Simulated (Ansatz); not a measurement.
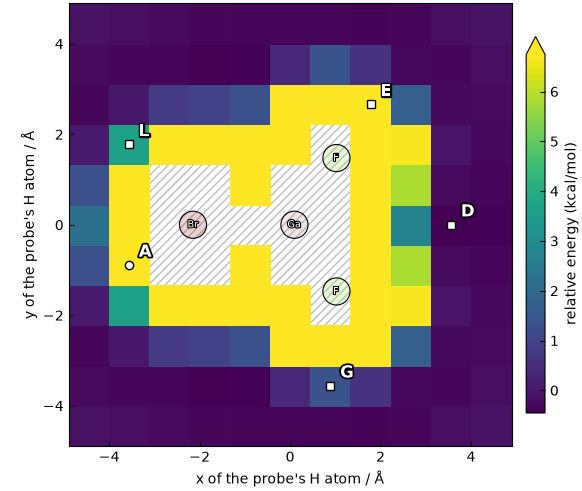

BrF₂Ga (SMILES [F][Ga]([F])[Br]) with the probe H. 
- The probe is moved over the molecule's main plane.
- Coordinates scanned: (1) x of the probe's H atom; (2) y of the probe's H atom.
- Nothing is relaxed (molecule and probe rigid).
- The scan uses an 11 × 11 grid; 56 points were computed and 50 follow by symmetry. At 15 points there is no value (left out of the scan, as a rule where atoms come close).
- Points are written as (first, second).
- Energies are in kcal/mol, from molecule and probe far apart, each relaxed in its own basis (no counterpoise correction).
- Energies and slopes of some neighbouring points disagree (a jump in structure or state, or too coarse a mesh).
- Method: UKS PBE0-D4/def2-SVPD in Ansatz 0.2.0.

Drawn: one coloured cell a grid point, labelled circles for the molecule's atoms, projected on the plane, one colour for all values above the top of the scale, hatched blanks where no value was computed, lettered points.

Q: Rank the lettered points by energy, lowest first.

A: D (−0.45 kcal/mol), G (1.4 kcal/mol), L (3.6 kcal/mol), A (10.5 kcal/mol), E (13.1 kcal/mol).
